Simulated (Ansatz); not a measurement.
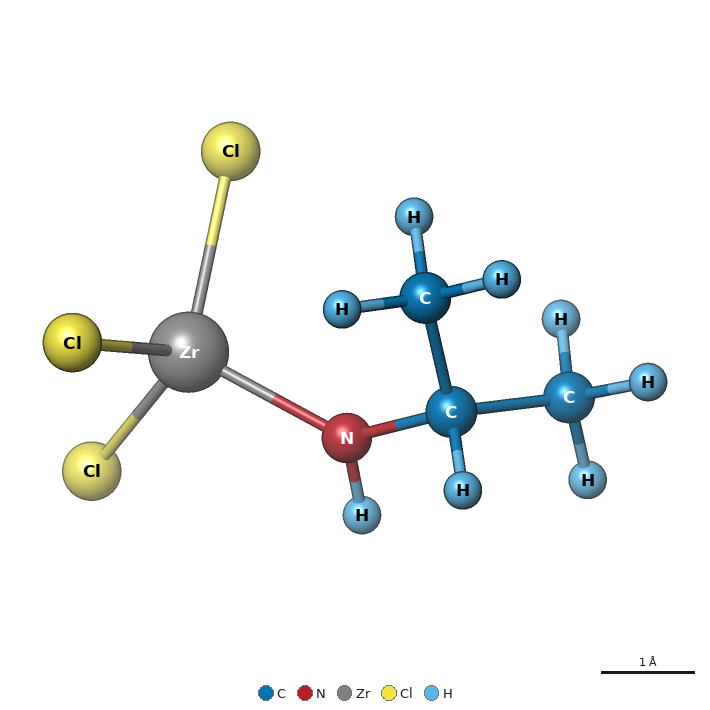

Depth is shown by fading: the farther an atom, the more it takes the colour of the background. Charge 0, singlet. The geometry was computed by an optimisation with PBE0-D4/def2-TZVP. Masses are those of the most abundant isotopes; constants are for the rigid equilibrium geometry.

> Classify the rotor and give the rotational constants (MHz).

An asymmetric top (C1): A = 908, B = 580, C = 547 MHz. Ray's parameter κ is −0.82, nearer the prolate limit.
